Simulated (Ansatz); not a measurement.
**C: pressure series**

Start from C in the diamond structure (space group Fd-3m, No. 227; a = 3.572 Å).

Cell and atoms are relaxed at each pressure.

All numbers come from PBE (Ansatz, a program for electronic structure; PAW; 420 eV plane waves; no SOC), earlier PAW set.

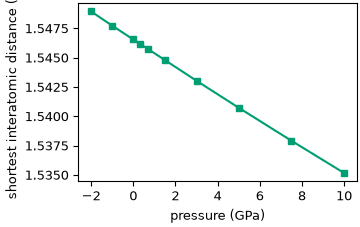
Shortest interatomic distance against pressure

From the plot, what is the shortest interatomic distance for pressure 0.3 GPa?

About 1.546 Å.

Is the trend monotonic over the range shown?

Yes, it falls throughout, spanning 1.535 Å to 1.549 Å.

Load acts through the strain it causes; cell and atoms are relaxed under it. No phonon test of stability was made. Competing high-pressure phases were not computed.
